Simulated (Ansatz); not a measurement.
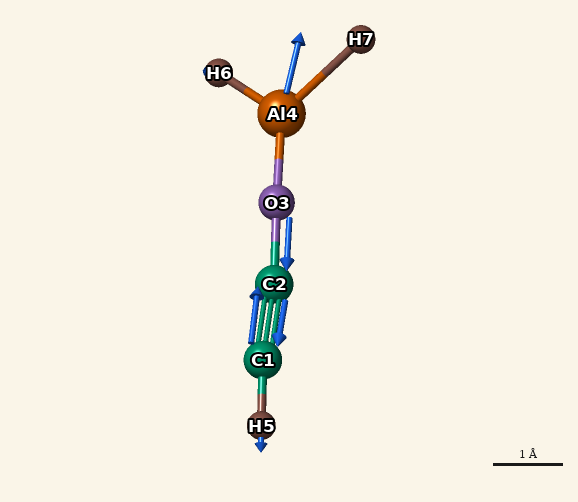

Arrows show the forces on the atoms, 0.09 Å of arrow for 1 eV/Å; forces under a tenth of the largest aren't drawn. Level of theory: PBE0-D4/def2-TZVPP (Ansatz 0.2.0).

List the force components in the frame of the picture (x right, y up, z towards the viewer), in eV/Å.

| atom | Fx | Fy | Fz |
| --- | --- | --- | --- |
| C1 | 1.13 | 9.25 | −5.10 |
| C2 | −1.26 | −7.47 | 4.89 |
| O3 | −0.49 | −8.65 | 4.06 |
| Al4 | 2.38 | 9.99 | −3.15 |
| H5 | −0.03 | −2.44 | 0.77 |
| H6 | −1.14 | 0.14 | −1.14 |
| H7 | −0.59 | −0.82 | −0.32 |
